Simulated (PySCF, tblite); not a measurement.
**C₂ClF₃ (triplet): geometry, infrared bands and EPR parameters**

Wanted: the infrared bands and EPR parameters of C₂ClF₃ (triplet) (`FC(F)(F)[C]Cl`), by calculation.

Programs: tblite 0.8.0 and PySCF 2.14.0, with density-fitted response routines of our own. Each step states its level of theory. These are calculated values for one molecule in the gas phase, unless marked as measured. Atoms are numbered from 0 throughout.

### 1 The molecule as given

6 atoms, charge 0, multiplicity 3; geometry from: force field or distance geometry start.

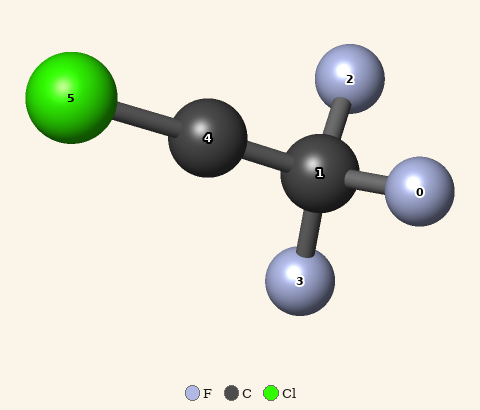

As it starts; fluorine light blue, carbon dark grey, chlorine green, atoms numbered.

### 2 Optimising the geometry with GFN2-xTB

Job settings and geometry (Å):

```
{"job": {"kind": "relax", "xc": "GFN2-xTB", "basis": "xTB"}, "charge": 0, "multiplicity": 3}
F     -1.535900     0.496300    -0.033100
C     -0.455200    -0.288800     0.003600
F     -0.502500    -1.028600     1.151700
F     -0.508000    -1.136700    -1.044100
C      0.765000     0.497700    -0.020000
Cl     2.239600     1.462100    -0.079600
```

Launch:

```console
OMP_NUM_THREADS=1 python probes_run.py task.json out
```

This one command runs all jobs of the session in turn.

The log of the run:

```text
step      E/eV     max force
  0    -621.41665    3.733
  1    -621.70720    1.944
  2    -621.80810    1.743
  3    -621.83011    0.245
  4    -621.83344    0.168
  5    -621.83518    0.107
  6    -621.83584    0.088
  7    -621.83620    0.030
  8    -621.83627    0.033
  9    -621.83635    0.040
 10    -621.83667    0.096
 11    -621.83957    0.594
 12    -621.73310    2.169
 13    -621.84226    0.655
 14    -621.84544    0.710
 15    -621.83348    0.476
 16    -621.83396    0.254
 17    -621.83644    0.371
 18    -621.83100    0.506
 19    -621.63917    3.398
 20    -621.83160    0.532
 21    -621.83388    0.331
 22    -621.88708    1.222
 23    -621.82444    0.999
 24    -621.64114    3.361
 25    -621.83075    0.583
 26    -621.83439    0.296
 27    -621.86095    1.056
 28    -621.79500    1.781
 29    -621.85223    1.288
 30    -621.84169    2.074
 31    -621.85871    0.972
 32    -621.87069    1.106
 33    -621.83281    0.457
 34    -621.85574    2.793
 35    -621.83379    0.380
 36    -621.81813    1.256
 37    -621.89032    0.664
 38    -621.82828    1.032
 39    -621.83555    0.941
 40    -621.67376    2.871
 41    -621.83139    1.034
 42    -621.97156    0.605
 43    -621.93462    1.942
 44    -622.01463    0.684
 45    -622.03145    0.668
 46    -622.09863    1.003
 47    -622.12238    0.549
 48    -622.14315    0.464
 49    -622.15041    0.288
 50    -622.15439    0.161
 51    -622.15568    0.135
 52    -622.15630    0.095
 53    -622.15651    0.060
 54    -622.15663    0.038
 55    -622.15671    0.042
 56    -622.15680    0.034
 57    -622.15688    0.035
 58    -622.15693    0.036
 59    -622.15699    0.036
 60    -622.15711    0.052
 61    -622.15742    0.092
 62    -622.15823    0.179
 63    -622.15907    0.303
 64    -622.16112    0.241
 65    -622.16533    0.515
 66    -622.16579    0.221
 67    -622.16876    0.114
 68    -622.16957    0.254
 69    -622.17048    0.224
 70    -622.17347    0.066
 71    -622.17408    0.139
 72    -622.17443    0.084
 73    -622.17465    0.026
 74    -622.17469    0.018
 75    -622.17473    0.011
 76    -622.17474    0.003
```

Wall time 0.24 s (1 thread of Arm Neoverse V2, shared host).

The steps of the relaxation: (not every step is listed) (the energy doesn't fall at every step)

```
step  energy from step 0 (eV)  largest force (eV/Å)
   0                   0.0000                3.7327
   1                  -0.2905                1.9442
   2                  -0.3914                1.7434
   3                  -0.4135                0.2454
   4                  -0.4168                0.1684
   5                  -0.4185                0.1075
   6                  -0.4192                0.0883
   7                  -0.4195                0.0304
   8                  -0.4196                0.0334
  14                  -0.4288                0.7101
  20                  -0.4149                0.5320
  26                  -0.4177                0.2962
  32                  -0.4540                1.1061
  38                  -0.4116                1.0323
  44                  -0.5980                0.6841
  50                  -0.7377                0.1609
  56                  -0.7401                0.0335
  62                  -0.7416                0.1786
  68                  -0.7529                0.2540
  71                  -0.7574                0.1393
  72                  -0.7578                0.0843
  73                  -0.7580                0.0263
  74                  -0.7580                0.0184
  75                  -0.7581                0.0109
  76                  -0.7581                0.0033
```

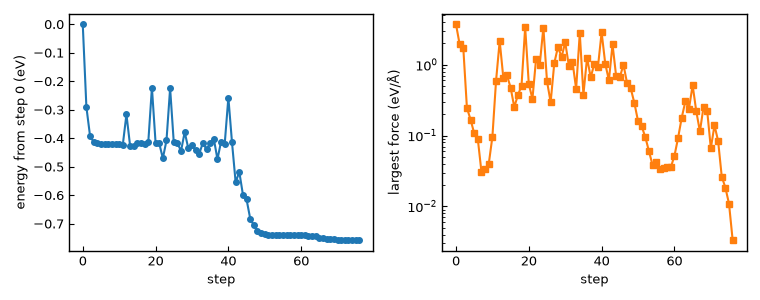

Energy and largest force along the relaxation.

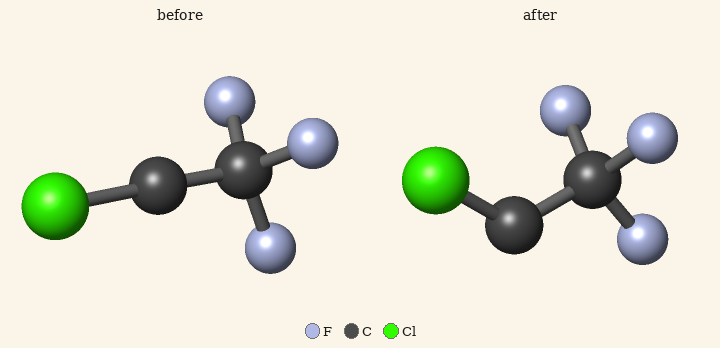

Before and after, at one scale.

Close pairs (by a distance rule), those that changed most:

```
  bond  before (Å)  after (Å)  change (Å)
C4–Cl5       1.763      1.617      -0.146
 F0–C1       1.336      1.358      +0.021
 C1–F3       1.349      1.331      -0.017
 C1–F2       1.367      1.358      -0.009
 C1–C4       1.452      1.460      +0.009
```

The end geometry stands in the next job.

### 3 Infrared spectrum with GFN2-xTB

Job settings and geometry (Å):

```
{"job": {"kind": "ir", "xc": "GFN2-xTB", "basis": "xTB"}, "charge": 0, "multiplicity": 3}
F     -1.350318     0.594766     0.126075
C     -0.338583    -0.290976    -0.061962
F     -0.211123    -0.929086     1.129464
F     -0.782119    -1.195592    -0.932477
C      0.900070     0.341880    -0.507091
Cl     1.785196     1.480998     0.224416
```

The log of the run:

```text
mode    cm-1     km/mol
  1      47.2      1.13
  2     139.4      4.88
  3     346.0      3.86
  4     374.8      0.02
  5     472.3      8.61
  6     506.9     14.70
  7     574.1     31.73
  8     759.2      1.10
  9     916.8    303.48
 10     932.8    227.64
 11    1056.7    197.65
 12    1240.6    193.14
```

Wall time 0.09 s (1 thread of Arm Neoverse V2, shared host).

Which atoms move in the most intense modes:

```
cm⁻¹  km/mol                                atoms
 139     4.9  Cl5 35 %, F2 20 %, F0 20 %, C4 12 %
 472     8.6            F2 30 %, F0 30 %, F3 17 %
 507    14.7   F0 27 %, F2 27 %, C4 18 %, F3 17 %
 574    31.7   F3 33 %, C4 29 %, C1 13 %, F0 12 %
 917   303.5            C1 74 %, F0 13 %, F2 12 %
 933   227.6                     C1 55 %, C4 19 %
1057   197.7            C1 55 %, F3 27 %, C4 14 %
1241   193.1                     C4 55 %, C1 39 %
```

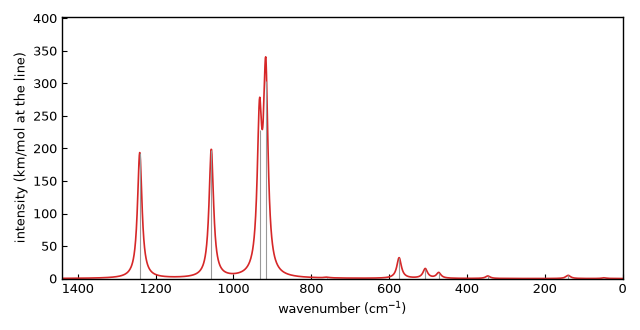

The infrared spectrum from these modes, unscaled. Lines are broadened to a width of 14 cm⁻¹ (Lorentzian).

### 4 EPR parameters: B3LYP/pcH-1

Settings changed since step 3:

```diff
@@ -1,2 +1,2 @@
-{"job": {"kind": "ir", "xc": "GFN2-xTB", "basis": "xTB"}, "charge": 0, "multiplicity": 3}
+{"job": {"kind": "epr", "basis": "pcH-1"}, "charge": 0, "multiplicity": 3}
 F     -1.350318     0.594766     0.126075
```

Method: UKS B3LYP, pcH-1 on C Cl F, non-relativistic, mean-field spin-orbit, GIAO.

The log of the run:

```text
UKS, coarse grid
  cycle   1  E = -835.67383709  |g| = 6.71e-01
  cycle   2  E = -835.45063788  |g| = 1.12e+00
  cycle   3  E = -835.81861507  |g| = 6.35e-02
  cycle   4  E = -835.81916418  |g| = 5.14e-02
  cycle   5  E = -835.82042751  |g| = 1.09e-02
  cycle   6  E = -835.82048907  |g| = 2.99e-03
  cycle   7  E = -835.82049347  |g| = 1.37e-03
  cycle   8  E = -835.82049403  |g| = 6.33e-04
UKS, final grid
  cycle   1  E = -835.82045340  |g| = 1.01e-03
  cycle   2  E = -835.82045292  |g| = 1.61e-03
  cycle   3  E = -835.82045372  |g| = 5.21e-05
  cycle   4  E = -835.82045373  |g| = 1.46e-05
E = -835.82045373 Eh   <S^2> = 2.0061 (exact 2.0000)
g shifts (ppm)      1          2          3
  rmc          -206       -206       -206
  gc             42         26          5
  oz_so         408       2447       2631
  total         244       2266       2429
hyperfine (MHz)  atom isotope    a_iso     a_fc   dipolar eigenvalues
    0   19F      70.58      70.33    -53.35    -39.85     93.19
    1   13C      22.90      22.93     -5.48     -3.35      8.83
    2   19F      70.42      70.17    -53.31    -39.79     93.10
    3   19F       1.07       1.26    -11.92      0.47     11.45
    4   13C     320.73     320.57    -72.76     21.24     51.52
    5  35Cl      13.72      13.82    -35.42     14.06     21.36
zero-field splitting (cm-1)  D = 2.4082  E = 0.0653  (spin-spin 0.5998, spin-orbit 1.8203)
```

It took 30 s on 1 thread of Arm Neoverse V2, shared host; peak memory 0.63 GiB.

Principal g values 2.00256, 2.00459, 2.00475; g(iso) = 2.00397, against 2.00232 for a free electron.

Mean a(iso) over the nuclei that a row names, and the largest dipolar term of the row (other rows stand at the frozen geometry):

```
    nuclei  isotope  a(iso) (MHz)  a(iso) (G, at g = 2.0023)  largest dipolar term (MHz)
        C4      13C         320.7                      114.4                       -72.8
F0, F2, F3      19F          47.4                       16.9                        93.2
        C1      13C          22.9                        8.2                         8.8
       Cl5     35Cl          13.7                        4.9                       -35.4
```

Zero-field splitting: D = 2.408 cm⁻¹ (spin-spin 0.600, spin-orbit 1.820), E = 0.065 cm⁻¹.

Mulliken spin populations:

```
atom  value (e)
  F0       0.04
  C1       0.01
  F2       0.04
  F3       0.01
  C4       1.66
 Cl5       0.26
```

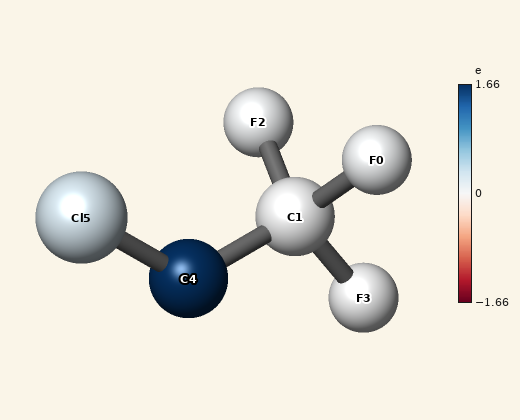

Mulliken spin populations, as colours on the atoms.

Orbitals, density, ELF and potential are computed afterwards from the orbital file.

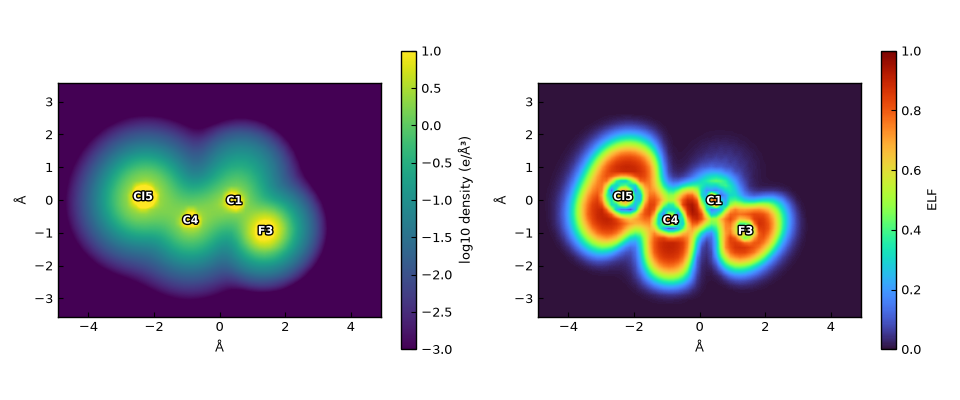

Density (left) and ELF (right) in a plane through or near 4 of the atoms.

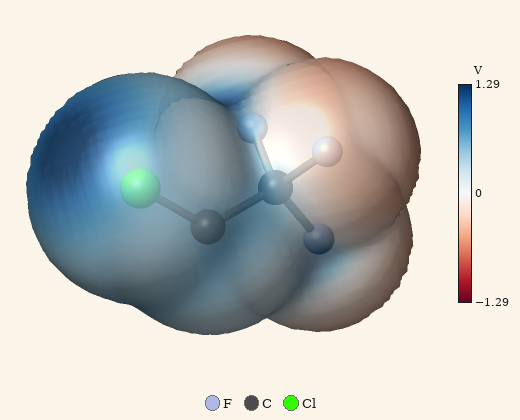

The potential that a unit positive charge feels on the 0.002 e/bohr³ surface, from -0.53 V near F2 to 1.29 V near Cl5.

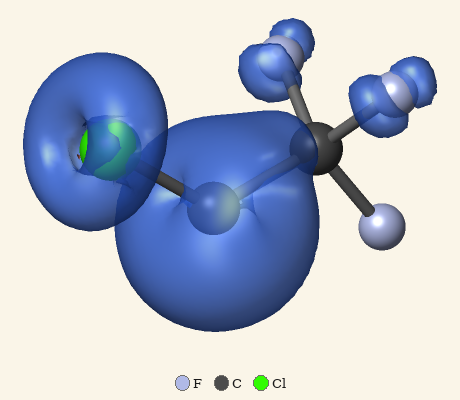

Spin density at ±0.05 e/Å³ (alpha excess blue, beta excess red).

### 5 Outcome

| quantity | value |
| --- | --- |
| strongest single infrared mode (GFN2-xTB) | 917 cm⁻¹, 303 km/mol |
| zero-point energy (GFN2-xTB) | 10.5 kcal/mol |
| D, E (B3LYP) | 2.408, 0.065 cm⁻¹ |
| g(iso) (B3LYP) | 2.00397 |
| ⟨S²⟩ | 2.006 (exact 2.00) |
| largest a(iso) (averaged by class) | 13C on C4, 320.7 MHz |
| surface potential, least and greatest | -0.53 V and 1.29 V |

Relaxing lowered the energy by 0.758 eV in 76 steps; the close pair that moved most is C4–Cl5, from 1.763 to 1.617 Å. All 12 modes are real, so the xTB geometry is a minimum. The strongest single mode, at 917 cm⁻¹, moves mainly C1. GFN2-xTB is a fitted tight-binding method: band positions and strengths are rough. Its intensities can rank the bands wrongly. C4 carries the largest spin population, 1.66 e. The isotropic g lies 1.6 ppt above the free-electron value. The triplet studied here may not be the ground state; the singlet was not compared.
